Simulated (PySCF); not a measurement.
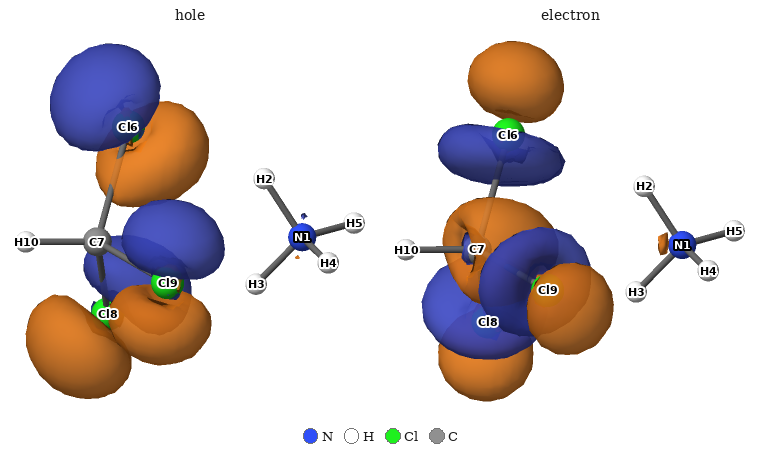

Figure. CH5Cl3N, charge +1, SMILES `[NH4+].ClC(Cl)Cl`. Leading natural transition orbital pair of S₃ (TDA singlet states); the surfaces enclose about 70 % of each orbital's density.

Level of theory: CAM-B3LYP/def2-SVP (PySCF), at an unrelaxed start geometry of a pair search. Without diffuse functions Rydberg states are missing, so the states' numbers hold for this basis only.

Coordinates in Å:

```
N1      -1.3640    0.1411    1.7997
H2      -1.3687   -0.6639    1.1344
H3      -1.1845    0.9861    1.2191
H4      -0.5926    0.0227    2.4654
H5      -2.2587    0.2098    2.2964
Cl6     -0.6775   -1.3642   -0.7931
C7       0.5395   -0.0537   -0.7343
Cl8     -0.2656    1.5387   -0.7158
Cl9      1.5641   -0.2392    0.7045
H10      1.1589   -0.1202   -1.6325
```

Where does the state lie, and where do hole and electron sit?

Answer. 7.56 eV (164 nm), f = 0.012; the leading pair carries 82 %; hole on Cl6 (35 %), Cl8 (33 %) and Cl9 (24 %), electron on C7 (30 %), Cl6 (23 %) and Cl8 (22 %) (shares are of the whole state, not of the leading pair alone); their centroids lie 0.1 Å apart; S₄ lies within 0.1 eV of it. In canonical orbitals it is mainly HOMO−2 → LUMO (73 %). The HOMO–LUMO gap is 10.83 eV.
